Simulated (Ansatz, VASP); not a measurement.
# H2Pb in two plane-wave programs, part 2 of 2

One calculation is typed for both programs; each brings its own data sets and cutoff. How far apart do they land? The cell is generated by rule, not measured, and may not be a known phase. The cell comes out of the VASP series on this material, whose earlier steps may have relaxed, scaled or displaced it; both programs get it as it stands.

VASP 6.6.1 and Ansatz 0.2.0.

So far: Starting point; Ansatz: band structure, LDA, spin-orbit coupling; VASP: band structure, LDA, spin-orbit coupling.

### 3. VASP: band structure, LDA, spin-orbit coupling (continued)

Level of this step: LDA, spin-orbit coupling; plane waves and PAW (Pb_d, H); invented cell (VASP).

Numbers of over 12 decimals in the logs are rounded to 6 here.

Parts of OUTCAR (step 3):

```text
ion  position               nearest neighbor table
   1  0.000  0.000  0.000-   2 2.29   3 2.29   2 2.29   3 2.29   3 2.29   2 2.29
   2  0.333  0.667  0.148-   1 2.29   1 2.29   1 2.29
   3  0.667  0.333  0.852-   1 2.29   1 2.29   1 2.29

  LATTYP: Found a hexagonal cell.
 ALAT       =     3.6628128290
 C/A-ratio  =     1.6082366954

 Subroutine GETGRP returns: Found 12 space group operations
 (whereof 12 operations were pure point group operations)

The static configuration has the point symmetry D_3d.

 Found     50 irreducible k-points:

   k-points           NKPTS =     50   k-points in BZ     NKDIM =     50   number of bands    NBANDS=     28

   dimension x,y,z NGX =    24 NGY =   24 NGZ =   40
   dimension x,y,z NGXF=    48 NGYF=   48 NGZF=   80

   ENCUT  =  400.0 eV  29.40 Ry    5.42 a.u.   5.97  5.97  9.61*2*pi/ulx,y,z

   NELECT =      16.0000    total number of electrons

 k-points in reciprocal lattice and weights: Automatic mesh
   0.00000000  0.00000000  0.00000000       0.003
   0.12500000  0.00000000  0.00000000       0.016
   0.25000000  0.00000000  0.00000000       0.016
   0.37500000  0.00000000  0.00000000       0.016
   0.50000000  0.00000000  0.00000000       0.008
   0.12500000  0.12500000  0.00000000       0.016
   0.25000000  0.12500000  0.00000000       0.031
   0.37500000  0.12500000  0.00000000       0.031
   0.25000000  0.25000000  0.00000000       0.016
[...]
0.25000000  0.25000000  0.50000000       0.016
   0.37500000  0.25000000  0.50000000       0.016

 average (electrostatic) potential at core
       1 -96.0153       2 -34.8003       3 -34.8003

 E-fermi :   1.7187

 k-point     1 :       0.0000    0.0000    0.0000
  band No.  band energies     occupation
    ...
     10     -14.5036      1.00000
     11      -9.6386      1.00000
     12      -9.6386      1.00000
     13      -2.5838      1.00000
     14      -2.5838      1.00000
     15       3.0999      0.00000
     16       3.0999      0.00000
     17       4.6652      0.00000
     18       4.6652      0.00000
     19       4.9885      0.00000
    ...

 k-point     2 :       0.1250    0.0000    0.0000
  band No.  band energies     occupation
    ...
     10     -14.5100      1.00000
     11      -9.4095      1.00000
     12      -9.4095      1.00000
     13      -2.3728      1.00000
     14      -2.3728      1.00000
     15       2.2561      0.00000
     16       2.2561      0.00000
     17       3.8644      0.00000
     18       3.8644      0.00000
     19       4.6543      0.00000
    ...

 k-point     3 :       0.2500    0.0000    0.0000
  band No.  band energies     occupation
    ...
     12      -8.7181      1.00000
     13      -1.9610      1.00000
     14      -1.9610      1.00000
     15      -0.0288      1.00000
     16      -0.0288      1.00000
     17       3.5238      0.00000
     18       3.5238      0.00000
     19       4.5481      0.00000
     20       4.5481      0.00000
     21       4.9335      0.00000
    ...

  Total       -0.7163675     -0.7163675     -0.4857936     -0.0000000      0.0000000     -0.0000000
  in kB      -16.7695605    -16.7695605    -11.3720183     -0.0000000      0.0000000     -0.0000000
  external PRESSURE =     -14.9703798 kB  Pullay stress =       0.0000000 kB

  energy-cutoff  :      400.00
  volume of cell :       68.44
      direct lattice vectors                 reciprocal lattice vectors
     3.662812829  0.000000000  0.000000000     0.273014223  0.157624835  0.000000000
    -1.831406414  3.172088959  0.000000000     0.000000000  0.315249671  0.000000000
     0.000000000  0.000000000  5.890670000     0.000000000  0.000000000  0.169759976

 POSITION                                       TOTAL-FORCE (eV/Angst)
 -----------------------------------------------------------------------------------
      0.00000      0.00000      0.00000        -0.000000      0.000000     -0.000000
     -0.00000      2.11473      0.87141         0.000000     -0.000000     -0.026926
      1.83141      1.05736      5.01926        -0.000000      0.000000      0.026926
 -----------------------------------------------------------------------------------
    total drift:                               -0.000000      0.000000     -0.000000

  FREE ENERGIE OF THE ION-ELECTRON SYSTEM (eV)
  ---------------------------------------------------
  free  energy   TOTEN  =        -9.9040236144 eV

  energy  without entropy=       -9.9036793916  energy(sigma->0) =       -9.90385150

 Spin-Orbit-Coupling matrix elements
 Ion:    1  E_soc:     -0.9631455
 Ion:    2  E_soc:      0.0000003
 Ion:    3  E_soc:      0.0000003

 total charge
# of ion       s       p       d       tot
------------------------------------------
    1        1.417   0.695   9.835  11.947
    2        0.453   0.006   0.000   0.459
    3        0.453   0.006   0.000   0.459
--------------------------------------------------
tot          2.323   0.708   9.835  12.865

 magnetization (x)
# of ion       s       p       d       tot
------------------------------------------
    1        0.000   0.000   0.000   0.000
    2        0.000   0.000   0.000   0.000
    3        0.000   0.000   0.000   0.000
--------------------------------------------------
tot          0.000   0.000   0.000   0.000

 magnetization (y)
# of ion       s       p       d       tot
------------------------------------------
    1        0.000  -0.000   0.000  -0.000
    2        0.000   0.000   0.000   0.000
    3        0.000   0.000   0.000   0.000
--------------------------------------------------
tot          0.000   0.000   0.000   0.000

 magnetization (z)
# of ion       s       p       d       tot
------------------------------------------
    1       -0.000   0.000   0.000   0.000
    2        0.000   0.000   0.000   0.000
    3        0.000   0.000   0.000   0.000
--------------------------------------------------
tot         -0.000   0.000   0.000   0.000

[... 3 further parts left out ...]
```

The run ends at a pressure of -1.50 GPa, with forces up to 0.027 eV/Å.

### 4. Differences

Known differences besides the PAW data sets themselves: spin-orbit coupling enters by fully relativistic files in Ansatz and inside the spheres in VASP; the two LDA forms differ slightly; the cutoff is 420 eV in Ansatz and 400 eV in VASP; Ansatz makes its cores anew for this functional, VASP keeps those of its LDA data sets. Total energies have different zeros and are not compared.

Compared:

| quantity | Ansatz | VASP | difference |
| --- | --- | --- | --- |
| pressure (GPa) | -1.38 | -1.50 | +0.11 |

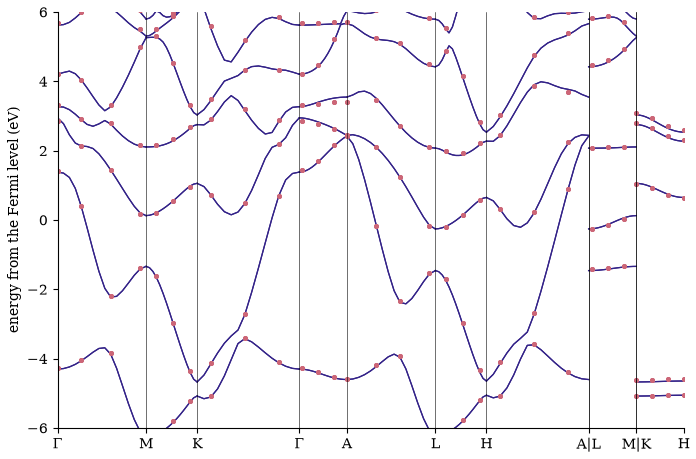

Bands from VASP (lines) and levels from Ansatz (dots). Dots without a line are higher empty bands that the VASP plot leaves out.

At this near-relaxed geometry the largest component of a force difference is 13 meV/Å. Levels from 3 eV below to 2 eV above the Fermi level differ by 25 meV r.m.s. and 44 meV at most; each VASP level is matched to the nearest of Ansatz, which flatters the figure a little. Ansatz's pressure holds a Pulay correction of 0.05 GPa; VASP's holds none.

### 5. Outcome

| Quantity | Value |
| --- | --- |
| r.m.s. difference of levels near the Fermi level (band structure, LDA, spin-orbit coupling) | 25 meV |
| r.m.s. force difference (band structure, LDA, spin-orbit coupling) | 6.1 meV/Å |

In words: The r.m.s. force difference is 6.1 meV/Å (band structure, LDA, spin-orbit coupling), within the 12 meV/Å picked in this series as the mark of a large difference. Differences of this kind measure data sets and numerical settings, not the functional's error against experiment.

[Lines on the potential files, build, host, timing and source positions are cut from VASP's logs without a mark.]

[Logs are printed without paths, hosts, clocks, repeated set-up lines and the standing remarks that a program may print on its own settings, such as how far it seeks lower states.]

[Hosts, paths, dates, database ids (printed as entryN), source tags and the programs' standing remarks are cut or masked in the printed files.]
